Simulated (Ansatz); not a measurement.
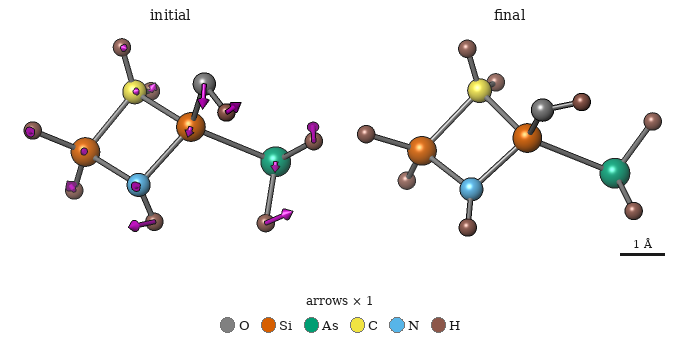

The structure of CH₈AsNOSi₂ before (left) and after (right) a relaxation, at one scale. The purple arrows give the displacements, at their true length.

A ball-and-stick model, seen at a tilt.

The run prepares an end point of a later path (inversion) calculation, from a guessed geometry.

Method: RHF/def2-SVP (Ansatz 0.2.0). Settings: no spin polarisation; force threshold 0.015 eV/Å; at most 40 steps.

> What changed between the two?

The relaxation stopped without meeting its thresholds, so the last structure isn't shown to be converged. The largest move after the best rigid fit is that of an H atom, 0.93 Å. By element the largest moves are H 0.93 Å, O 0.63 Å, N 0.32 Å, As 0.27 Å, Si 0.27 Å, C 0.17 Å. Some distances before and after: H–O 1.035 → 0.943 Å, N–Si 1.813 → 1.729 Å, C–Si 1.819 → 1.903 Å, As–H 1.580 → 1.513 Å. Among the angles between lasting bonds that change: Si–N–H 106.2° → 131.4°, Si–N–H 107.4° → 131.6°, Si–O–H 102.2° → 120.3°. Groups turn about O–Si by about 75°, As–Si by about 50°. After 32 accepted moves (38 points after the start) the energy has fallen by 129.8 kJ/mol. Largest force component: 2.9 eV/Å at the start, 0.021 eV/Å at the end. The line search rejected the trial steps at points 5, 9, 12, 24, 32, 34 of the run. The forces were under the threshold at step 21, but the run went on from there.

Limits of the set-up: Hartree-Fock leaves out electron correlation.
